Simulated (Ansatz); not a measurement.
The starting structures come from a database of crystals and need not be the phases stable at ambient conditions.

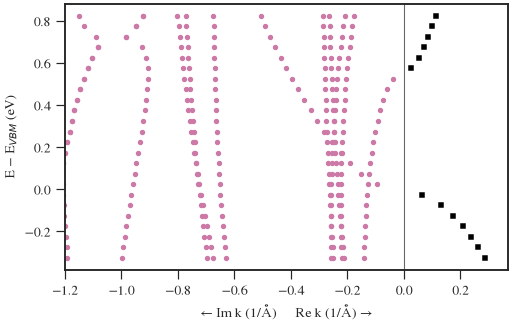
Figure: Complex bands at the centre of the two-dimensional zone; Ansatz (a first-principles code) with PBEsol

No gap correction and no spin-orbit coupling; mid-gap values are interpolated between computed energies.

**Question.** This is WO$_{3}$ (P4/nmm, not sure to be the ambient phase, 8 atoms a cell, 14.0 Å³ an atom, -2 GPa at this level) along the normal of (110). Read off the slowest decay at the centre of the two-dimensional zone at 0.28 eV, the computed energy nearest the middle of the gap.

**Answer.** κ ≈ 0.10 1/Å, a decay length 1/(2κ) of the density of 5.0 Å.
